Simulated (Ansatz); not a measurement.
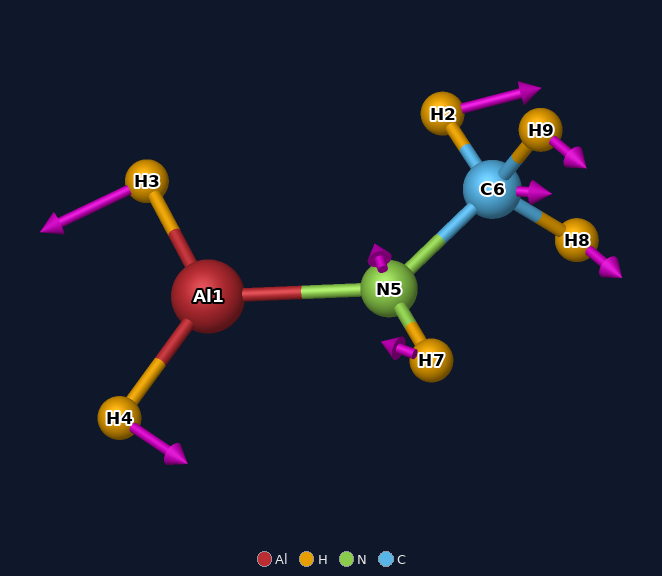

The arrows show one normal mode. Harmonic vibrations computed with RKS PBE0-D4/def2-TZVP (Ansatz 0.2.0) at a stationary point of the same level.

> Estimate its harmonic wavenumber.

218 cm⁻¹; it is mode 2 of 21 counted from the lowest.
